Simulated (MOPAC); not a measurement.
## SiNH₅O: geometry relaxation (part 3 of 3)

SiNH₅O, SMILES N[SiH2]O; PM7, closed shell, dispersion built in (MOPAC 23.2.5). The atoms were displaced at random from an optimised geometry.

Geometry of the input (Å):
```
N  -0.8431  0.7711  -0.7231
Si 0.5116  0.1272  0.2650
O  0.1417  -1.4431  0.8848
H  -1.0699  0.2548  -1.6866
H  -1.8149  0.9666  -0.4023
H  0.7415  1.0105  1.2305
H  1.7118  0.0114  -0.7845
H  0.7227  -1.8585  1.2708
```

## Trajectory as extended XYZ, continued
```
8
Properties=species:S:1:pos:R:3:forces:R:3 step=36 energy=-3.91554
N    -0.8396    0.6952   -0.7597    0.0045  -0.0159  -0.0087
Si    0.4994    0.1097    0.2353   -0.0082   0.0431   0.0151
O     0.1695   -1.2947    0.9221    0.0617  -0.0851   0.0550
H    -1.1025    0.1867   -1.5944    0.0316  -0.0026   0.0183
H    -1.6748    1.0216   -0.2878   -0.0125  -0.0172  -0.0155
H     0.6823    1.0907    1.3002    0.0222  -0.0224   0.0002
H     1.6906   -0.0077   -0.5976   -0.0208   0.0049  -0.0169
H     0.6364   -2.1228    0.9526   -0.0785   0.0950  -0.0475
8
Properties=species:S:1:pos:R:3:forces:R:3 step=37 energy=-3.91748
N    -0.8374    0.6939   -0.7646   -0.0054  -0.0416   0.0039
Si    0.4966    0.1078    0.2378   -0.0166   0.1031   0.0201
O     0.1809   -1.2898    0.9425    0.1704  -0.2795   0.0376
H    -1.1043    0.1807   -1.5951    0.0239   0.0116   0.0213
H    -1.6679    1.0332   -0.2945   -0.0354  -0.0164  -0.0307
H     0.6710    1.0972    1.2973    0.0235  -0.0449   0.0001
H     1.6821   -0.0002   -0.6009    0.0228  -0.0221  -0.0225
H     0.6122   -2.1470    0.8900   -0.1832   0.2899  -0.0299
8
Properties=species:S:1:pos:R:3:forces:R:3 step=38 energy=-3.91869
N    -0.8332    0.6948   -0.7679   -0.0135  -0.0816   0.0408
Si    0.4956    0.1078    0.2430   -0.0022   0.1686  -0.0306
O     0.1854   -1.2903    0.9444    0.0450  -0.0536   0.0670
H    -1.0977    0.1595   -1.5860   -0.0064   0.0423   0.0062
H    -1.6629    1.0326   -0.2979   -0.0886  -0.0022  -0.0396
H     0.6760    1.0982    1.2999    0.0116  -0.0550   0.0106
H     1.6637    0.0212   -0.6179    0.1078  -0.0744  -0.0074
H     0.5854   -2.1489    0.8759   -0.0538   0.0558  -0.0470
8
Properties=species:S:1:pos:R:3:forces:R:3 step=39 energy=-3.92398
N    -0.8354    0.6873   -0.7675   -0.0126  -0.0226   0.0351
Si    0.4960    0.1082    0.2419   -0.0067   0.1290  -0.0212
O     0.1970   -1.2830    0.9617    0.1445  -0.2606   0.0312
H    -1.0982    0.1765   -1.5980    0.0178  -0.0065  -0.0259
H    -1.6651    1.0299   -0.3033   -0.0908   0.0071  -0.0125
H     0.6694    1.0991    1.2987    0.0136  -0.0445   0.0161
H     1.6694    0.0190   -0.6131    0.0748  -0.0645  -0.0117
H     0.5491   -2.1652    0.8251   -0.1405   0.2628  -0.0112
8
Properties=species:S:1:pos:R:3:forces:R:3 step=40 energy=-3.93011
N    -0.8445    0.6725   -0.7611   -0.0443   0.0668  -0.0647
Si    0.4985    0.1109    0.2349    0.0101  -0.0311   0.0408
O     0.2133   -1.2730    0.9823    0.1575  -0.2482  -0.0477
H    -1.0931    0.2280   -1.6310    0.1014  -0.0643  -0.0030
H    -1.6830    1.0103   -0.3100   -0.0228   0.0040   0.0460
H     0.6696    1.0893    1.3016    0.0104   0.0084   0.0155
H     1.6937    0.0021   -0.5972   -0.0784  -0.0023  -0.0152
H     0.4929   -2.1694    0.7772   -0.1339   0.2667   0.0283
8
Properties=species:S:1:pos:R:3:forces:R:3 step=41 energy=-3.93404
N    -0.8440    0.6725   -0.7620   -0.0105   0.0705   0.0027
Si    0.4989    0.1115    0.2363    0.0003  -0.0181   0.0187
O     0.2158   -1.2729    0.9826    0.1089  -0.0953  -0.0094
H    -1.0855    0.2243   -1.6304    0.0656  -0.0642  -0.0334
H    -1.6841    1.0043   -0.3092   -0.0353  -0.0013   0.0231
H     0.6718    1.0871    1.3052    0.0083   0.0097   0.0106
H     1.6870    0.0074   -0.6056   -0.0552  -0.0129  -0.0035
H     0.4776   -2.1666    0.7754   -0.0822   0.1115  -0.0088
8
Properties=species:S:1:pos:R:3:forces:R:3 step=42 energy=-3.93970
N    -0.8426    0.6764   -0.7669    0.0270  -0.0115   0.0727
Si    0.4951    0.1098    0.2395    0.0006   0.0952   0.0370
O     0.2344   -1.2709    0.9989    0.0736  -0.1037  -0.0713
H    -1.0639    0.2164   -1.6362   -0.0157  -0.0011  -0.0124
H    -1.6882    0.9947   -0.3136   -0.0539  -0.0169  -0.0445
H     0.6725    1.0823    1.3112    0.0021   0.0017  -0.0050
H     1.6634    0.0196   -0.6253    0.0349  -0.0466  -0.0055
H     0.4234   -2.1694    0.7354   -0.0687   0.0829   0.0291
8
Properties=species:S:1:pos:R:3:forces:R:3 step=43 energy=-3.94429
N    -0.8448    0.6704   -0.7631    0.0072  -0.0267   0.0115
Si    0.5000    0.1145    0.2404    0.0019   0.0340  -0.0496
O     0.2447   -1.2644    0.9995    0.0252  -0.0511   0.0263
H    -1.0481    0.2252   -1.6477    0.0041   0.0314   0.0591
H    -1.7026    0.9590   -0.3116   -0.0260  -0.0141  -0.0484
H     0.6777    1.0772    1.3181    0.0103   0.0381   0.0097
H     1.6650    0.0197   -0.6317    0.0025  -0.0190   0.0156
H     0.3563   -2.1664    0.7229   -0.0252   0.0074  -0.0242
8
Properties=species:S:1:pos:R:3:forces:R:3 step=44 energy=-3.94569
N    -0.8466    0.6661   -0.7610   -0.0258  -0.0139  -0.0052
Si    0.5015    0.1166    0.2400   -0.0096  -0.0069   0.0045
O     0.2548   -1.2614    1.0070    0.0293  -0.1869  -0.0597
H    -1.0388    0.2367   -1.6544    0.0177   0.0140   0.0263
H    -1.7127    0.9442   -0.3189    0.0061  -0.0062  -0.0129
H     0.6807    1.0749    1.3217    0.0112   0.0406  -0.0030
H     1.6643    0.0192   -0.6347   -0.0022  -0.0076   0.0099
H     0.3140   -2.1670    0.7012   -0.0265   0.1669   0.0401
8
Properties=species:S:1:pos:R:3:forces:R:3 step=45 energy=-3.94593
N    -0.8480    0.6673   -0.7595   -0.0632  -0.0118  -0.0205
Si    0.5001    0.1169    0.2386   -0.0152  -0.0231   0.1269
O     0.2590   -1.2638    1.0090    0.0091   0.1154  -0.0379
H    -1.0323    0.2441   -1.6559    0.0182  -0.0038  -0.0245
H    -1.7217    0.9393   -0.3275    0.0521  -0.0023   0.0259
H     0.6859    1.0734    1.3229    0.0011   0.0250  -0.0264
H     1.6632    0.0130   -0.6325    0.0117   0.0041  -0.0218
H     0.3077   -2.1584    0.7017   -0.0137  -0.1036  -0.0216
8
Properties=species:S:1:pos:R:3:forces:R:3 step=46 energy=-3.94689
N    -0.8479    0.6647   -0.7594   -0.0139  -0.0126   0.0017
Si    0.5023    0.1186    0.2410   -0.0117  -0.0194   0.0157
O     0.2591   -1.2615    1.0059    0.0090  -0.0290  -0.0044
H    -1.0303    0.2387   -1.6554    0.0085   0.0058  -0.0056
H    -1.7197    0.9319   -0.3226    0.0145   0.0005   0.0069
H     0.6868    1.0763    1.3230    0.0042   0.0301  -0.0096
H     1.6633    0.0172   -0.6355    0.0007   0.0052   0.0022
H     0.2905   -2.1609    0.6982   -0.0113   0.0193  -0.0068
8
Properties=species:S:1:pos:R:3:forces:R:3 step=47 energy=-3.94704
N    -0.8487    0.6623   -0.7583   -0.0026  -0.0201  -0.0111
Si    0.5031    0.1195    0.2419   -0.0105  -0.0132  -0.0041
O     0.2635   -1.2602    1.0073   -0.0037  -0.0913  -0.0125
H    -1.0236    0.2426   -1.6595   -0.0001   0.0177   0.0177
H    -1.7229    0.9232   -0.3228    0.0128  -0.0003  -0.0020
H     0.6886    1.0778    1.3231    0.0050   0.0263  -0.0079
H     1.6618    0.0178   -0.6378    0.0007   0.0097   0.0053
H     0.2684   -2.1595    0.6904   -0.0016   0.0713   0.0148
8
Properties=species:S:1:pos:R:3:forces:R:3 step=48 energy=-3.94723
N    -0.8488    0.6615   -0.7579    0.0076  -0.0128  -0.0048
Si    0.5031    0.1196    0.2424   -0.0080  -0.0120  -0.0106
O     0.2628   -1.2608    1.0063   -0.0015  -0.0405   0.0079
H    -1.0235    0.2427   -1.6589   -0.0030   0.0110   0.0065
H    -1.7220    0.9242   -0.3228    0.0023   0.0019   0.0011
H     0.6894    1.0806    1.3214    0.0029   0.0171  -0.0049
H     1.6621    0.0181   -0.6371    0.0010   0.0087   0.0053
H     0.2693   -2.1587    0.6911   -0.0013   0.0266  -0.0006
8
Properties=species:S:1:pos:R:3:forces:R:3 step=49 energy=-3.94734
N    -0.8493    0.6595   -0.7571    0.0029   0.0020  -0.0080
Si    0.5021    0.1189    0.2426   -0.0003  -0.0026   0.0057
O     0.2641   -1.2623    1.0075    0.0035   0.0241   0.0056
H    -1.0222    0.2490   -1.6614   -0.0045   0.0010   0.0002
H    -1.7218    0.9278   -0.3245    0.0012  -0.0018   0.0033
H     0.6905    1.0857    1.3169   -0.0020  -0.0040  -0.0010
H     1.6621    0.0186   -0.6353    0.0032   0.0043  -0.0016
H     0.2685   -2.1572    0.6885   -0.0040  -0.0230  -0.0041
8
Properties=species:S:1:pos:R:3:forces:R:3 step=50 energy=-3.94737
N    -0.8492    0.6596   -0.7572    0.0021   0.0016  -0.0021
Si    0.5024    0.1191    0.2427   -0.0005  -0.0037  -0.0007
O     0.2643   -1.2619    1.0074    0.0014   0.0000   0.0040
H    -1.0220    0.2484   -1.6612   -0.0046   0.0007  -0.0022
H    -1.7221    0.9259   -0.3239    0.0029  -0.0013   0.0016
H     0.6906    1.0853    1.3173   -0.0014  -0.0016  -0.0003
H     1.6623    0.0193   -0.6355    0.0022   0.0042  -0.0002
H     0.2655   -2.1576    0.6882   -0.0021   0.0001   0.0001
8
Properties=species:S:1:pos:R:3:forces:R:3 step=51 energy=-3.94738
N    -0.8492    0.6596   -0.7572    0.0018  -0.0005  -0.0024
Si    0.5025    0.1190    0.2426    0.0000  -0.0019  -0.0015
O     0.2646   -1.2618    1.0075    0.0007  -0.0076   0.0016
H    -1.0219    0.2489   -1.6616   -0.0041   0.0018   0.0009
H    -1.7222    0.9249   -0.3234    0.0030  -0.0011  -0.0004
H     0.6904    1.0853    1.3173   -0.0011  -0.0015  -0.0001
H     1.6626    0.0198   -0.6355    0.0012   0.0035   0.0000
H     0.2641   -2.1577    0.6882   -0.0015   0.0072   0.0019
8
Properties=species:S:1:pos:R:3:forces:R:3 step=52 energy=-3.94738
N    -0.8492    0.6596   -0.7573    0.0003  -0.0010  -0.0006
Si    0.5026    0.1189    0.2424    0.0007  -0.0004  -0.0015
O     0.2648   -1.2618    1.0077    0.0005  -0.0088  -0.0002
H    -1.0221    0.2496   -1.6619   -0.0026   0.0009   0.0006
H    -1.7223    0.9239   -0.3230    0.0027  -0.0002  -0.0010
H     0.6903    1.0853    1.3171   -0.0011  -0.0018   0.0004
H     1.6629    0.0205   -0.6354    0.0003   0.0019   0.0000
H     0.2627   -2.1578    0.6883   -0.0008   0.0094   0.0022
8
Properties=species:S:1:pos:R:3:forces:R:3 step=53 energy=-3.94739
N    -0.8492    0.6596   -0.7574   -0.0007  -0.0017   0.0001
Si    0.5026    0.1187    0.2423    0.0011   0.0010  -0.0005
O     0.2649   -1.2618    1.0080    0.0010  -0.0030  -0.0016
H    -1.0224    0.2504   -1.6623   -0.0004   0.0001   0.0012
H    -1.7222    0.9231   -0.3226    0.0010   0.0010  -0.0008
H     0.6903    1.0851    1.3170   -0.0012  -0.0014   0.0007
H     1.6632    0.0214   -0.6353   -0.0004  -0.0001   0.0001
H     0.2618   -2.1576    0.6886   -0.0006   0.0042   0.0008
8
Properties=species:S:1:pos:R:3:forces:R:3 step=54 energy=-3.94739
N    -0.8492    0.6595   -0.7573   -0.0006  -0.0007   0.0004
Si    0.5026    0.1188    0.2423    0.0007   0.0003  -0.0002
O     0.2649   -1.2618    1.0079    0.0014  -0.0012  -0.0010
H    -1.0224    0.2503   -1.6622   -0.0003  -0.0003   0.0002
H    -1.7222    0.9233   -0.3227    0.0008   0.0010  -0.0003
H     0.6903    1.0850    1.3171   -0.0012  -0.0010   0.0006
H     1.6632    0.0214   -0.6354    0.0000  -0.0002   0.0001
H     0.2617   -2.1575    0.6886   -0.0006   0.0021   0.0003
8
Properties=species:S:1:pos:R:3:forces:R:3 step=55 energy=-3.94739
N    -0.8492    0.6593   -0.7573    0.0002   0.0007   0.0000
Si    0.5027    0.1189    0.2423   -0.0003  -0.0009   0.0003
O     0.2650   -1.2617    1.0079    0.0019   0.0018  -0.0004
H    -1.0223    0.2499   -1.6622   -0.0007  -0.0004  -0.0004
H    -1.7221    0.9237   -0.3230    0.0001   0.0008   0.0005
H     0.6904    1.0846    1.3175   -0.0012   0.0004   0.0001
H     1.6630    0.0216   -0.6356    0.0008  -0.0002   0.0003
H     0.2611   -2.1572    0.6882   -0.0007  -0.0022  -0.0004
8
Properties=species:S:1:pos:R:3:forces:R:3 step=56 energy=-3.94739
N    -0.8492    0.6593   -0.7573   -0.0001   0.0007   0.0002
Si    0.5027    0.1189    0.2423   -0.0002  -0.0007   0.0002
O     0.2650   -1.2617    1.0079    0.0015   0.0009  -0.0005
H    -1.0223    0.2499   -1.6621   -0.0006  -0.0004  -0.0004
H    -1.7221    0.9237   -0.3230    0.0002   0.0007   0.0003
H     0.6903    1.0847    1.3174   -0.0011   0.0002   0.0002
H     1.6631    0.0216   -0.6355    0.0007  -0.0002   0.0003
H     0.2610   -2.1572    0.6882   -0.0004  -0.0012  -0.0003
8
Properties=species:S:1:pos:R:3:forces:R:3 step=57 energy=-3.94739
N    -0.8492    0.6593   -0.7574   -0.0004   0.0001   0.0002
Si    0.5026    0.1188    0.2423   -0.0002   0.0007   0.0002
O     0.2652   -1.2618    1.0079    0.0007  -0.0044  -0.0010
H    -1.0231    0.2496   -1.6619   -0.0003  -0.0001   0.0007
H    -1.7216    0.9249   -0.3228    0.0008   0.0001  -0.0008
H     0.6895    1.0848    1.3173   -0.0002  -0.0004   0.0002
H     1.6634    0.0217   -0.6351   -0.0002  -0.0002   0.0000
H     0.2613   -2.1576    0.6884   -0.0003   0.0042   0.0006
8
Properties=species:S:1:pos:R:3:forces:R:3 step=58 energy=-3.94739
N    -0.8492    0.6592   -0.7574   -0.0001   0.0007   0.0007
Si    0.5026    0.1188    0.2423    0.0000   0.0004   0.0001
O     0.2654   -1.2619    1.0079    0.0004  -0.0029  -0.0007
H    -1.0232    0.2492   -1.6618   -0.0002  -0.0003  -0.0001
H    -1.7215    0.9254   -0.3230    0.0002  -0.0001  -0.0005
H     0.6893    1.0848    1.3175   -0.0002  -0.0001   0.0001
H     1.6634    0.0218   -0.6351    0.0000  -0.0002   0.0001
H     0.2607   -2.1574    0.6882   -0.0001   0.0025   0.0003
8
Properties=species:S:1:pos:R:3:forces:R:3 step=59 energy=-3.94739
N    -0.8492    0.6592   -0.7575    0.0004   0.0002   0.0001
Si    0.5026    0.1189    0.2424    0.0000  -0.0001   0.0001
O     0.2656   -1.2619    1.0078    0.0000   0.0005  -0.0001
H    -1.0233    0.2488   -1.6616   -0.0001   0.0001  -0.0001
H    -1.7214    0.9257   -0.3232   -0.0004   0.0000   0.0002
H     0.6892    1.0848    1.3176   -0.0001   0.0001   0.0000
H     1.6633    0.0218   -0.6351    0.0002   0.0001   0.0001
H     0.2601   -2.1572    0.6879    0.0001  -0.0010  -0.0003
```

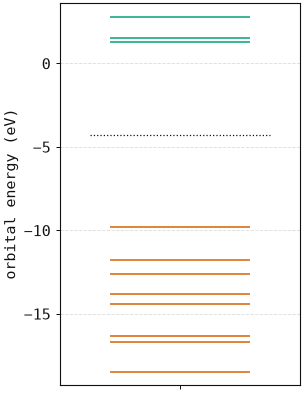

Figure 1. Orbital energies near the frontier; the dotted line parts filled from empty levels, and levels within 0.02 eV of each other stand side by side. Highest filled −9.81 eV, lowest empty 1.29 eV, 11.10 eV apart.
